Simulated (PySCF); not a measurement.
# MnCl4: structure of the quartet

The task is one start of a wider search on MnCl4: the quartet, from a PBE minimum start. It is relaxed, tested by its Hessian and followed downhill if it is a saddle.

Program: PySCF 2.14.0. Level of theory: PBE, basis Mn def2-SVP, Cl def2-SVP, no relativity, density fitting. These are calculated values, not measurements.

**1. Where the work starts**

5 atoms, charge 0, spin multiplicity 4.

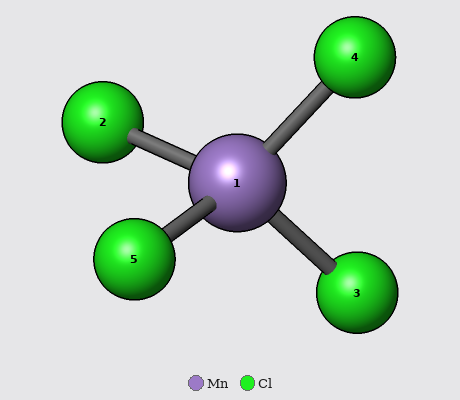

The starting geometry (manganese light purple, chlorine green); atoms are numbered from 1 in the order of the file.

```xyz
5
charge 0 multiplicity 4
Mn    0.0000    0.0000    0.0000
Cl   -1.6014    0.0000    1.4031
Cl    0.0000   -1.6014   -1.4031
Cl    0.0000    1.6014   -1.4031
Cl    1.6014    0.0000    1.4031
```

**2. First SCF at the start**

One driver script runs all steps and calls PySCF; scf.py shows how it sets up the SCF of each step. The optimiser is the driver's own. After this first run the driver tries any further starts and a stability analysis.

Input file scf.py:

```python
from pyscf import gto, scf, dft
mol = gto.M(atom='''
Mn     0.000000    -0.000000    -0.000000
Cl    -1.601440     0.000000     1.403150
Cl    -0.000000    -1.601440    -1.403150
Cl    -0.000000     1.601440    -1.403150
Cl     1.601440     0.000000     1.403150''',
    basis={'Mn': 'def2-SVP', 'Cl': 'def2-SVP'},
    charge=0, spin=3)
mf = dft.UKS(mol, xc='PBE')
mf.grids.atom_grid = (50, 194)
aux = {'Mn': 'def2-universal-JKFIT', 'Cl': 'def2-universal-JKFIT'}
mf = mf.density_fit(auxbasis=aux)
mf.conv_tol = 1e-08
mf.diis_space = 10
mf.max_cycle = 60
mf.init_guess = 'minao'
mf.verbose = 4
mf.kernel()
```

Started as:

```bash
OMP_NUM_THREADS=4 python axn.py task.json out
```

Output, shortened:

```text
[... the frontier levels of the middle cycles are left out ...]
init E= -2989.21841024952
[... the frontier-level lines of each cycle are left out ...]
cycle= 1 E= -2982.00586098557  delta_E= 7.21  |g|= 2.81  |ddm|= 5.77
cycle= 2 E= -2945.35684513772  delta_E= 36.6  |g|= 7.18  |ddm|= 15.4
cycle= 3 E= -2974.55952569777  delta_E= -29.2  |g|= 4.65  |ddm|= 12.4
cycle= 4 E= -2977.54672277371  delta_E= -2.99  |g|= 4.49  |ddm|= 2.91
cycle= 5 E= -2977.50794949611  delta_E= 0.0388  |g|= 4.49  |ddm|= 3.11
cycle= 6 E= -2980.69800225776  delta_E= -3.19  |g|= 4.23  |ddm|= 2.09
cycle= 7 E= -2980.56440426437  delta_E= 0.134  |g|= 4.24  |ddm|= 0.247
cycle= 8 E= -2980.22612086547  delta_E= 0.338  |g|= 4.26  |ddm|= 1.36
cycle= 9 E= -2980.43304163462  delta_E= -0.207  |g|= 4.24  |ddm|= 0.214
cycle= 10 E= -2980.43879016983  delta_E= -0.00575  |g|= 4.24  |ddm|= 0.00837
cycle= 11 E= -2980.29157514012  delta_E= 0.147  |g|= 4.26  |ddm|= 0.436
cycle= 12 E= -2903.98124878207  delta_E= 76.3  |g|= 7.99  |ddm|= 24.5
cycle= 13 E= -2985.79615952318  delta_E= -81.8  |g|= 2.44  |ddm|= 23.8
cycle= 14 E= -2978.55935266794  delta_E= 7.24  |g|= 4.41  |ddm|= 4.89
[... 46 cycles left out ...]
SCF not converged.
init E= -2989.21841024952
[... 16 cycles left out ...]
cycle= 17 E= -2990.24188409792  delta_E= 0.00108  |g|= 0.0592  |ddm|= 0.0731
cycle= 18 E= -2990.24323979695  delta_E= -0.00136  |g|= 0.0317  |ddm|= 0.0517
cycle= 19 E= -2990.24346994571  delta_E= -0.00023  |g|= 0.0156  |ddm|= 0.0354
cycle= 20 E= -2990.24362765869  delta_E= -0.000158  |g|= 0.00711  |ddm|= 0.0269
SCF not converged.
init E= -2990.24362765869
cycle= 1 E= -2990.24315196465  delta_E= 0.000476  |g|= 0.036  |ddm|= 0.0259
cycle= 2 E= -2990.22725451174  delta_E= 0.0159  |g|= 0.212  |ddm|= 0.132
cycle= 3 E= -2990.24164569258  delta_E= -0.0144  |g|= 0.0697  |ddm|= 0.0747
cycle= 4 E= -2990.2434587347  delta_E= -0.00181  |g|= 0.0208  |ddm|= 0.0282
cycle= 5 E= -2990.24363270221  delta_E= -0.000174  |g|= 0.00654  |ddm|= 0.01
cycle= 6 E= -2990.24365159723  delta_E= -1.89e-05  |g|= 0.00112  |ddm|= 0.004
cycle= 7 E= -2990.24365216896  delta_E= -5.72e-07  |g|= 0.000776  |ddm|= 0.00143
cycle= 8 E= -2990.243652405  delta_E= -2.36e-07  |g|= 0.00021  |ddm|= 0.000565
cycle= 9 E= -2990.2436524299  delta_E= -2.49e-08  |g|= 3.54e-05  |ddm|= 0.000231
cycle= 10 E= -2990.24365243324  delta_E= -3.34e-09  |g|= 1.63e-05  |ddm|= 0.000127
Extra cycle  E= -2990.24365243105  delta_E= 2.19e-09  |g|= 0.0001  |ddm|= 0.000192
converged SCF energy = -2990.24365243105  <S^2> = 3.8381648  2S+1 = 4.0438421
```

This step, with its further starts and checks, ran for 42 s (4 threads of Arm Neoverse V1, shared host).

The starts that the driver tried:

```tsv
start	energy (Eh)
the minimal-basis guess	-2990.243652
a thermally smeared density	-2990.243652
a smeared PBE density	-2990.243652
```

Where DIIS stalls, the driver goes on with a level shift of 0.3 Eh and then with a second-order solver.

The test of internal stability and the other starts found no lower solution of this spin.

**3. PBE minimum start, quartet: relaxation**

The program finds D2d symmetry in the start, which this walk keeps.

Changes to scf.py since step 2:

```diff
@@ -3 +3 @@
-Mn     0.000000    -0.000000    -0.000000
+Mn     0.000000     0.000000     0.000000
@@ -17 +16,0 @@
-mf.init_guess = 'minao'
```

Steps of the walk:

```tsv
step	energy (Eh)	change (kJ/mol)	largest symmetric gradient (Eh/bohr)
0	-2990.243652	0.00	0.00008
```

The walk took 2.1 s.

Geometry (Å) and forces (eV/Å) at some steps:

```
step 0
Mn   0.000   0.000   0.000   0.000   0.000   0.000
Cl  -1.601   0.000   1.403  -0.004   0.000   0.004
Cl   0.000  -1.601  -1.403   0.000  -0.004  -0.004
Cl   0.000   1.601  -1.403   0.000   0.004  -0.004
Cl   1.601   0.000   1.403   0.004   0.000   0.004
```

After 0 steps and 0.0 kJ/mol it ends at D2d: Mn–Cl 2.129 Å (×4); Cl–Mn–Cl 97.6° (×2), Cl–Mn–Cl 115.7° (×4).

**4. Vibrations and properties at this point**

On the finer grid the gradient is checked again; gradients at displacements of ±0.02 bohr then give force constants and infrared intensities.

Changes to scf.py since step 3:

```diff
@@ -3,5 +3,5 @@
-Mn     0.000000     0.000000     0.000000
-Cl    -1.601440     0.000000     1.403150
-Cl    -0.000000    -1.601440    -1.403150
-Cl    -0.000000     1.601440    -1.403150
-Cl     1.601440     0.000000     1.403150''',
+Mn    -0.000000     0.000000     0.000000
+Cl    -1.601613     0.000000     1.402838
+Cl    -0.000000    -1.601613    -1.402838
+Cl    -0.000000     1.601613    -1.402838
+Cl     1.601613     0.000000     1.402838''',
@@ -11 +11 @@
-mf.grids.atom_grid = (50, 194)
+mf.grids.atom_grid = (75, 302)
@@ -14 +14 @@
-mf.conv_tol = 1e-08
+mf.conv_tol = 1e-10
```

This SCF starts from the last density.

Log of the central SCF (cycles and frontier levels):

```text
init E= -2990.2434960306
[... the frontier-level lines of each cycle are left out ...]
cycle= 1 E= -2990.24349602632  delta_E= 4.28e-09  |g|= 9.76e-05  |ddm|= 9.57e-05
cycle= 2 E= -2990.24349575098  delta_E= 2.75e-07  |g|= 0.000834  |ddm|= 0.000571
cycle= 3 E= -2990.24349602522  delta_E= -2.74e-07  |g|= 8.74e-05  |ddm|= 0.000483
cycle= 4 E= -2990.24349603074  delta_E= -5.52e-09  |g|= 1.87e-07  |ddm|= 0.000119
cycle= 5 E= -2990.24349603074  delta_E= -2.73e-12  |g|= 3.05e-08  |ddm|= 2.25e-07
Extra cycle  E= -2990.24349603073  delta_E= 1.36e-11  |g|= 9.6e-08  |ddm|= 1.57e-07
converged SCF energy = -2990.24349603073  <S^2> = 3.8381465  2S+1 = 4.0438331
```

The whole step took 47 s.

Geometry: D2d; Mn–Cl 2.129 Å (×4); Cl–Mn–Cl 97.6° (×2), Cl–Mn–Cl 115.7° (×4).

Harmonic modes (main isotopes):

```tsv
symmetry	ω (cm⁻¹)	IR (km/mol)	μ (u)	type
e	66	1.4	38.57	bend
b1	86	0.0	34.97	bend
a1	135	0.0	34.97	bend
b2	163	0.1	37.22	bend
a1	343	0.0	34.97	stretch
e	421	113	42.01	stretch
b2	477	62.9	43.74	stretch
```

Every mode is real; the point is a minimum.

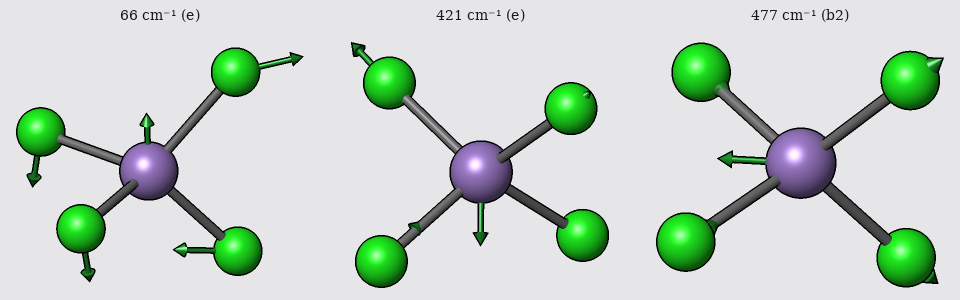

How the atoms move in 3 of the modes.

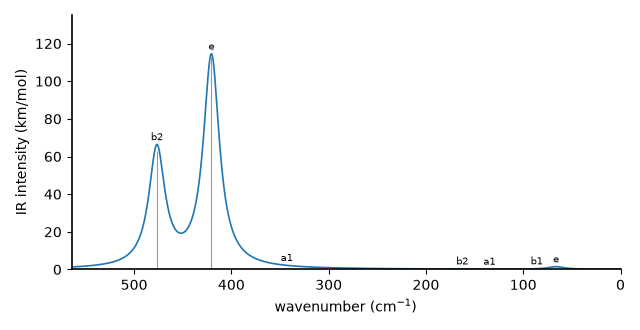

The harmonic infrared spectrum (widths in cm⁻¹). Lines are broadened to a width of 20 cm⁻¹ (Lorentzian).

Constants and moments:

```
Dipole moment                                                   : 0.00 D
Highest occupied level                                          : -6.70 eV
Lowest empty level                                              : -6.11 eV
Rotational constants                                            : 0.04698, 0.03708, 0.03708 cm⁻¹
Zero-point energy                                               : 13.0 kJ/mol
Principal polarisabilities                                      : 72.4, 72.4, 87.5 bohr³
Atomisation energy without zero-point energy                    : 1299 kJ/mol
Principal traceless quadrupole moments about the centre of mass : -1.32, 0.66, 0.66 D Å
Entropy at 298.15 K and 1 bar (electronic part: spin only)      : 387.8 J/(mol K)
Heat capacity Cp at 298.15 K                                    : 97.9 J/(mol K)
Enthalpy at 298.15 K above 0 K                                  : 22.64 kJ/mol
Rotational symmetry number                                      : 4
Spin squared ⟨S²⟩                                               : 3.838
```

Charges (e) and bond orders:

| atom | Mulliken | Löwdin | polar tensor | spin (Mulliken) | Mayer order to Mn1 |
| --- | --- | --- | --- | --- | --- |
| Mn1 | 0.39 | -0.20 | 1.33 | 2.89 | – |
| Cl2,3,4,5 | -0.10 | 0.05 | -0.33 | 0.03 | 1.27 |

Outer orbital energies (eV). α occupied: -9.10, -9.10, -8.11, -7.93, -7.93, -7.47, -7.25, -6.70; empty: -6.11, -6.11, -0.18, 3.14. β occupied: -9.32, -9.01, -8.98, -8.95, -8.95, -8.05, -7.81, -7.81; empty: -5.28, -5.06, -4.92, -4.92.

Mulliken populations on Mn1: s 6.43, p 12.83, d 5.35, f 0.00.

**5. Summary of results**

```
                                          quantity                                                             value
                                           minimum                                                      quartet, D2d
                                          geometry     Mn–Cl 2.129 Å (×4); Cl–Mn–Cl 97.6° (×2), Cl–Mn–Cl 115.7° (×4)
                                wavenumbers (cm⁻¹)  66 (e), 86 (b1), 135 (a1), 163 (b2), 343 (a1), 421 (e), 477 (b2)
                                     dipole moment                                                            0.00 D
highest occupied, lowest empty level (either spin)                                                   -6.70, -6.11 eV
                        polar-tensor charge of Mn1                                                           +1.33 e
                                 zero-point energy                                                       13.0 kJ/mol
                               entropy at 298.15 K                                                   387.8 J/(mol K)
         atomisation energy (no zero-point energy)                                                       1299 kJ/mol
                                              ⟨S²⟩                                                             3.838
```

In words: The PBE minimum start keeps its D2d symmetry and ends in a minimum. In the infrared the band at 421 cm⁻¹ (e, stretch) leads. The dipole vanishes although Mn1 carries +1.3 e by the polar tensor: the bond dipoles cancel. Most of the spin sits on Mn1 (Mulliken spin 2.89, against 3 for the whole molecule). Other starts or spin states, not run here, may lie lower. Open d and f shells are described by one determinant, and the ground state may have another occupation or spin.

The search up to here took 92 s.
